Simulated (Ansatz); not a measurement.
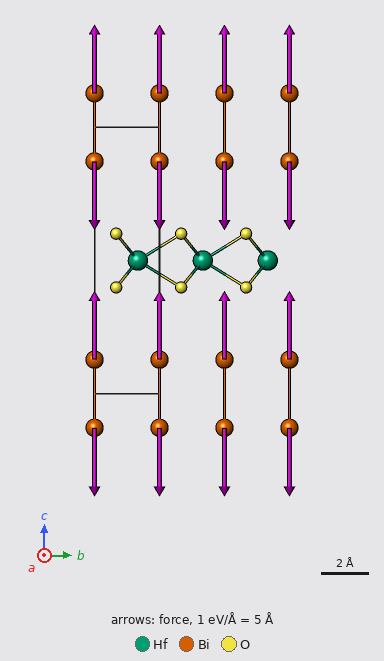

Starting geometry of a crystal of HfBi₂O₂ (a generated structure, set up in P-6m2) with the computed forces as purple arrows. Style: ball-and-stick. Shown: the cell of the calculation, repeated 1 × 3 × 1 with one cell outlined, along the a axis.

Level of theory: DFT PBE, scalar-relativistic, plane waves, PAW in Ansatz 0.2.0. Settings: plane-wave cutoff 420 eV; k-point mesh 12 × 12 × 4; occupations gaussian; smearing width 0.1 eV; no spin polarisation; cell and atoms relaxed; force threshold 0.01 eV/Å; at most 80 steps.

Q: Is this structure relaxed? If not, where do the atoms go?

A: It isn't relaxed: the largest force vector, on Bi atoms, is 0.60 eV/Å. The atoms end up moving mostly along the starting forces (cosine between the two patterns 1.00). Over 3 accepted moves (5 points after the start) the energy falls by 27.3 meV per cell of the calculation. The largest force component goes from 0.6 to 0.0056 eV/Å. The pressure goes from 0.37 to −0.02 GPa. The line search rejected the trial step at point 1 of the run. The SCF was repeated once at an unchanged geometry on a basis and grid sized afresh for the cell, which shifted the energy by 0.8 meV per cell of the calculation at most. The largest moves relative to the cell, 0.046 Å, are those of Bi atoms. By element the largest moves are Bi 0.046 Å, O 0.002 Å. Hf stays in place. The drawn cell changes as follows: a = b 3.250 → 3.243 Å (−0.2 %), c 11.540 → 11.533 Å (−0.1 %); the volume changes by −0.5 %. Among the contacts that change: Bi–Bi 2.950 → 3.041 Å, Hf–Hf 3.250 → 3.243 Å. The space group stays P-6m2 (No. 187).
